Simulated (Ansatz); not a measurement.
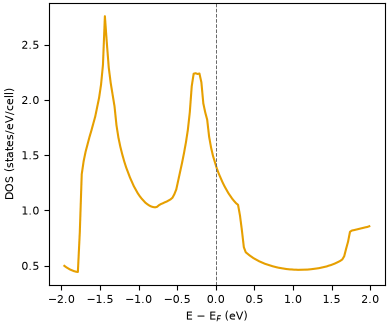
*Density of states of Nb (Im-3m) near the Fermi level, PBEsol, rigid bands (Ansatz, a program for electronic structure).*

With 1 atom a cell, what bare Sommerfeld coefficient γ = (π²/3) k_B² N(E_F) follows?

N(E_F) ≈ 1.42 states/eV a cell at 300 K, so γ ≈ 3.4 mJ/(mol of atoms·K²), before electron-phonon enhancement.

How far does the Fermi level move in a rigid band for 0.1 electron a cell added or removed?

74 meV and -66 meV.

A metal at this level (no band gap); rigid bands, thermally averaged at 300 K, both spins. Spin-orbit coupling is left out. Geometry: cell and atoms relaxed with PBEsol.
